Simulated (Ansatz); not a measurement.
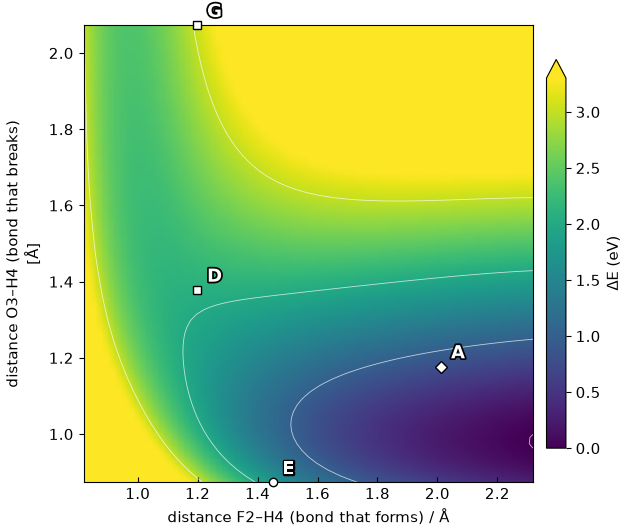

The reacting system Cl2FHHfO. The first coordinate is: distance F2–H4 (bond that forms); the second: distance O3–H4 (bond that breaks). Relaxed at each point: all other coordinates. The scan uses a 7 × 7 grid. Points are written as (first, second). All energies are given in eV relative to the lowest grid point. The reference is spin-restricted, so regions where a bond is pulled apart into radicals lie too high. Theory: RKS B3LYP-D4/def2-SVP in Ansatz.

Drawn: a smooth colour map with a few white contour lines, one colour for all values above the top of the scale, lettered points. Between grid points the surface is interpolated.

**Is G the lowest point of the computed grid?**

No. G lies 3.06 eV above the lowest grid point, which is at (2.319 Å, 1.001 Å).

**Rank the lettered points by energy, lowest first.**

A (0.79 eV), E (1.77 eV), D (2.09 eV), G (3.06 eV).
